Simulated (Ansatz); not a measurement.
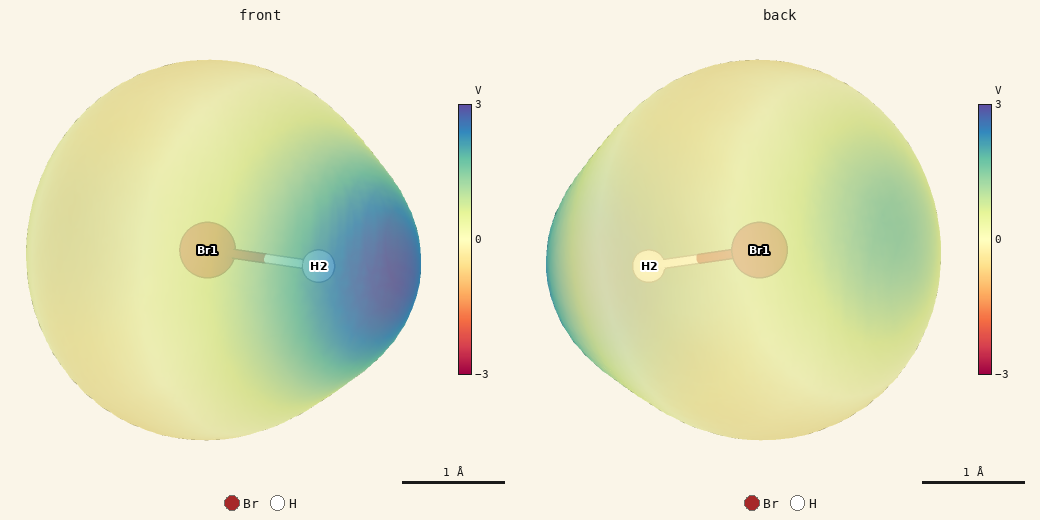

HBr. The electrostatic potential painted on the density surface at 0.004 e/bohr³, seen from the front and from behind; red is negative and blue positive.

Geometry: PBE0-D4/def2-TZVP.

These are results of Ansatz 0.2.0, RKS PBE0-D4/def2-TZVPPD, not measurements.

| atom | x (Å) | y (Å) | z (Å) |
| --- | --- | --- | --- |
| Br | 0.3219 | -0.3215 | -3.2874 |
| H | -0.0763 | -0.0319 | -1.9524 |

Describe the electrostatic potential map.

The most negative region (about −0.3 V) lies over Br1, the most positive (about +2.9 V) over H2. Br1 shows a σ-hole: about +1.4 V at the tip opposite its bond, against about −0.3 V on its flanks.
